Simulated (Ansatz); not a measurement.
A computed series for AgRhO2: pressure series

The reference is AgRhO₂ (space group R-3m, No. 166; a = 3.0534 Å, c = 18.5767 Å (hexagonal axes); a cell from a computed database, its experimental status unchecked).

Cell and atoms are relaxed at each pressure.

All numbers come from PBEsol, PAW, 420 eV (Ansatz, a program for electronic structure; no spin-orbit coupling).

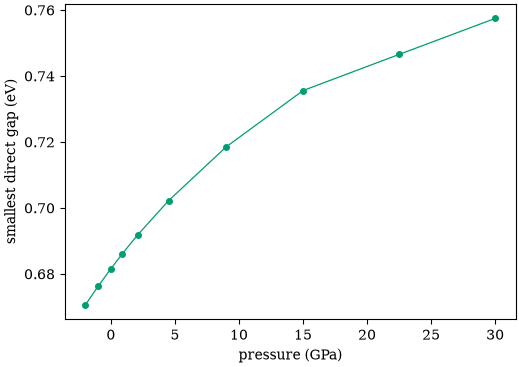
Figure: Smallest direct gap against pressure

Problem. From the plot, what is the smallest direct gap for pressure 22.5 GPa?

Solution. About 0.75 eV.

Problem. Is the trend monotonic over the range shown?

Solution. Yes, it rises throughout, spanning 0.67 eV to 0.76 eV.

Load acts through the strain it causes; cell and atoms are relaxed under it. No phonon test of stability was made. Competing high-pressure phases were not computed.
